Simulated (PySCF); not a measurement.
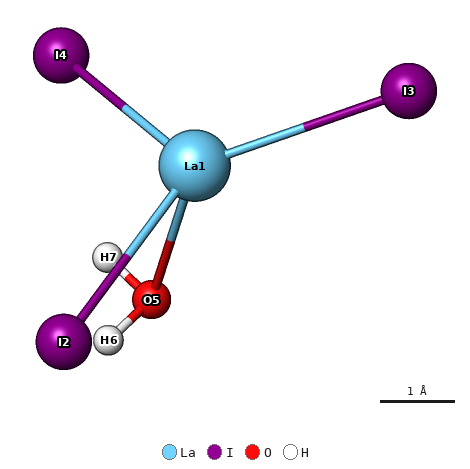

The input geometry of run 1 (ball-and-stick view, seen at a tilt; atoms are numbered from 1 in the order of the input). Sticks mark near contacts. Bond lengths as drawn: H–O 0.98 Å, I–La 3.24 to 3.29 Å and La–O 2.68 Å.

## Two runs on LaH$_{2}$I$_{3}$O

System: LaH$_{2}$I$_{3}$O (La(I)3(H2O)-), charge −1.
Method of run 1: RKS PBE0, La lcecp-0-SVP with ECP47, I def2-SVP with ECP28, O def2-SVP, H def2-SVP; non-relativistic Hamiltonian with a scalar-relativistic core potential; density fitting (PySCF 2.14.0).

Text and figures count atoms from 1; the logs count them from 0 in places.

## Input, run 1
```python
mol = gto.M(atom='''
La    -0.13020    -0.09608     0.09608
I      1.06193     2.84572     0.94715
I     -1.84679    -2.03779     2.03779
I      1.06193    -0.94715    -2.84572
O     -1.00554     1.69865    -1.69865
H     -0.49214     2.45462    -1.35843
H     -0.49214     1.35843    -2.45462''',
    basis={'La': 'lcecp-0-SVP', 'I': 'def2-SVP', 'O': 'def2-SVP', 'H': 'def2-SVP'},
    ecp={'La': 'lcecp-0-SVP', 'I': 'def2-SVP'},
    charge=-1, spin=0)
mf = dft.RKS(mol, xc='PBE0')
mf.grids.atom_grid = (50, 194)  # f atoms: at least (60, 302), unpruned
mf = mf.density_fit()  # La AutoAux, I def2-universal-JKFIT, O def2-universal-JKFIT, H def2-universal-JKFIT
mf.conv_tol = 1e-08; mf.max_cycle = 55
mf.kernel(dm0)
```

The script is an equivalent of the set-up of the self-consistent field. The run itself was carried out by a driver, which started from the orbitals of the step before it where there was one and computed the further properties.

Launched with:
```bash
OMP_NUM_THREADS=4 python <driver script>
```

Hardware: 4 threads of AMD EPYC (Zen 3), 189 GiB of memory available, shared host.

## Output (run 1)
```
init E= -1002.99071914132
  HOMO = -0.0139052158126279  LUMO = 0.0185393570983585  gap/eV = 0.88286
cycle= 1 E= -994.229798547151  delta_E= 8.76  |g|= 2.52  |ddm|=  4.9
  HOMO = -0.122371237457852  LUMO = 0.0818006928030535  gap/eV = 5.55580
cycle= 2 E= -994.721668569651  delta_E= -0.492  |g|= 1.96  |ddm|= 6.66
  HOMO = -0.115564241964892  LUMO = 0.0751255415268339  gap/eV = 5.18893
cycle= 3 E= -995.874017289463  delta_E= -1.15  |g|= 0.176  |ddm|= 3.61
  HOMO = -0.122312597186766  LUMO = 0.0737755863508838  gap/eV = 5.33583
cycle= 4 E= -995.880885739523  delta_E= -0.00687  |g|= 0.127  |ddm|= 0.389
  HOMO = -0.127210377789341  LUMO = 0.0691417225901283  gap/eV = 5.34301
cycle= 5 E= -995.884219550872  delta_E= -0.00333  |g|= 0.0401  |ddm|= 0.143
  HOMO = -0.127952681517406  LUMO = 0.070118812303523  gap/eV = 5.38980
cycle= 6 E= -995.884535552663  delta_E= -0.000316  |g|= 0.00811  |ddm|= 0.0392
  HOMO = -0.127584921076928  LUMO = 0.0711690969063028  gap/eV = 5.40837
cycle= 7 E= -995.884558590398  delta_E= -2.3e-05  |g|= 0.00145  |ddm|= 0.0155
  HOMO = -0.127383150270903  LUMO = 0.071139629816944  gap/eV = 5.40208
cycle= 8 E= -995.884559363891  delta_E= -7.73e-07  |g|= 0.000235  |ddm|= 0.00275
  HOMO = -0.127435163081707  LUMO = 0.0711259751061455  gap/eV = 5.40312
cycle= 9 E= -995.884559382345  delta_E= -1.85e-08  |g|= 8.59e-05  |ddm|= 0.00056
  HOMO = -0.127425230869496  LUMO = 0.0711259064421874  gap/eV = 5.40285
cycle= 10 E= -995.884559384623  delta_E= -2.28e-09  |g|= 6.79e-06  |ddm|= 0.000153
  HOMO = -0.127424342037014  LUMO = 0.0711255225720926  gap/eV = 5.40282
Extra cycle  E= -995.884559384631  delta_E= -7.73e-12  |g|= 5.55e-06  |ddm|= 2.07e-05
converged SCF energy = -995.884559384631
```

The input of run 2 differs as follows (lines with − go, lines with + come):
```diff
-La    -0.13020    -0.09608     0.09608
-I      1.06193     2.84572     0.94715
-I     -1.84679    -2.03779     2.03779
-I      1.06193    -0.94715    -2.84572
-O     -1.00554     1.69865    -1.69865
-H     -0.49214     2.45462    -1.35843
-H     -0.49214     1.35843    -2.45462''',
+La     0.00000     0.00000     0.00000
+I      1.84710     1.84710     1.84710
+I     -1.84710    -1.84710     1.84710
+I      1.84710    -1.84710    -1.84710
+O     -1.57040     1.57040    -1.57040
+H     -1.91100     2.45550    -1.36660
+H     -1.91100     1.36660    -2.45550''',
```

Predict how the results change.

With the same method and basis, run 2 lies 12.6 kcal/mol higher. The HOMO goes from −3.47 to −2.94 eV. The LUMO goes from 1.94 to 1.52 eV. On the same kind of shared host run 2 took about 1.5 times as long.

## Output (run 2)
```
init E= -1002.99772050417
  HOMO = -0.0171528987998693  LUMO = 0.0507908095635868  gap/eV = 1.84884
cycle= 1 E= -994.327339910277  delta_E= 8.67  |g|= 2.48  |ddm|= 4.81
  HOMO = -0.133715084393072  LUMO = 0.107435813963082  gap/eV = 6.56205
cycle= 2 E= -994.728408449983  delta_E= -0.401  |g|= 1.94  |ddm|=  6.5
  HOMO = -0.109867022056664  LUMO = 0.06150931256823  gap/eV = 4.66339
cycle= 3 E= -995.855563064186  delta_E= -1.13  |g|= 0.167  |ddm|= 3.51
  HOMO = -0.101063494643073  LUMO = 0.0603124762205667  gap/eV = 4.39126
cycle= 4 E= -995.86143222814  delta_E= -0.00587  |g|= 0.112  |ddm|= 0.34
  HOMO = -0.107673715621985  LUMO = 0.0538304550062101  gap/eV = 4.39475
cycle= 5 E= -995.864322730512  delta_E= -0.00289  |g|= 0.0325  |ddm|= 0.132
  HOMO = -0.108506799826555  LUMO = 0.0553239696662509  gap/eV = 4.45806
cycle= 6 E= -995.864536761449  delta_E= -0.000214  |g|= 0.00699  |ddm|= 0.031
  HOMO = -0.108097298978153  LUMO = 0.0557866440910146  gap/eV = 4.45951
cycle= 7 E= -995.864553019349  delta_E= -1.63e-05  |g|= 0.00145  |ddm|= 0.013
  HOMO = -0.107995908183406  LUMO = 0.0558032213070625  gap/eV = 4.45720
cycle= 8 E= -995.864553806015  delta_E= -7.87e-07  |g|= 0.000189  |ddm|= 0.00262
  HOMO = -0.107998584659031  LUMO = 0.0557897652730581  gap/eV = 4.45691
cycle= 9 E= -995.864553818596  delta_E= -1.26e-08  |g|= 7.16e-05  |ddm|= 0.000378
  HOMO = -0.10800210763666  LUMO = 0.055791708348977  gap/eV = 4.45706
cycle= 10 E= -995.864553820485  delta_E= -1.89e-09  |g|= 5.42e-06  |ddm|= 0.000112
  HOMO = -0.108001068367933  LUMO = 0.0557911380763123  gap/eV = 4.45701
Extra cycle  E= -995.864553820493  delta_E= -7.96e-12  |g|= 4.61e-06  |ddm|= 1.97e-05
converged SCF energy = -995.864553820493
```

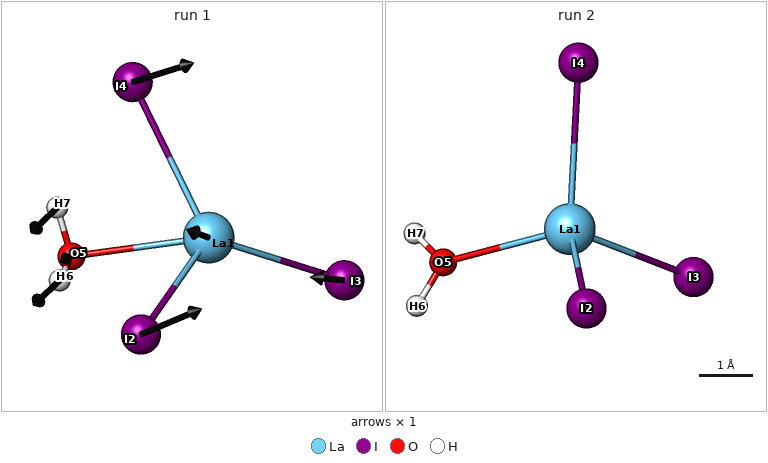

The two input geometries at one scale (ball-and-stick view, seen at a tilt). The black arrows on the first give the shifts of the atoms after the best rigid fit, at true length. The largest moves after the best rigid fit, 1.48 Å, are those of I2 and I4. Largest moves by element: I 1.48 Å, H 1.17 Å, La 0.58 Å, O 0.33 Å. Among the contacts that change: La1–I2 3.286 → 3.199 Å, La1–I3 3.238 → 3.199 Å, La1–O5 2.685 → 2.720 Å, O5–H6 0.975 → 0.970 Å.

## The two runs side by side

| quantity | run 1 | run 2 |
| --- | --- | --- |
| outcome | converged | converged |
| total energy (hartree) | −995.884559 | −995.864554 |
| HOMO (eV) | −3.47 | −2.94 |
| LUMO (eV) | 1.94 | 1.52 |
| basis functions | 133 | 133 |
| wall time (shared host) | 4.6 s | 7 s |
